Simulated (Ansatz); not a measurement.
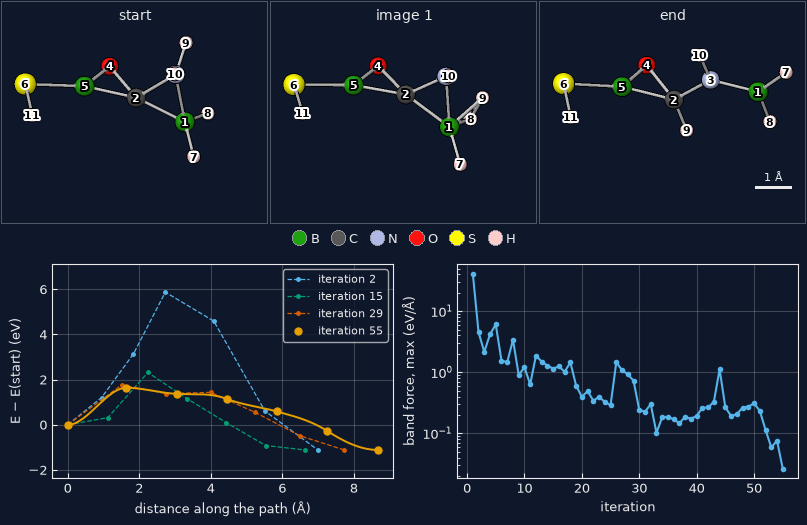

NEB run on CH5B2NOS. Images are numbered from 0 (start) to 6 (end). The plot follows the band through its iterations. The picture is a ball-and-stick view, seen at a tilt.

Computed with RKS LDA/def2-SVP (Ansatz). Set-up: 5 movable images; climbing image; force threshold 0.05 eV/Å; iteration limit 60; starting path through a guess of the saddle point.

**How did the profile develop, and is the result final?**

The result is final at these settings. The band converged in 55 iterations. The largest component of the band force went from 41 to 0.026 eV/Å. The climbing image converged on the top of the path. Its vibrational analysis gives one imaginary mode (703i cm⁻¹), as a transition state must have. The first iteration put the highest image at 9.28 eV. The energy climbs by 1.64 eV to image 1 and then falls by 2.75 eV, so the end point sits at −1.11 eV.
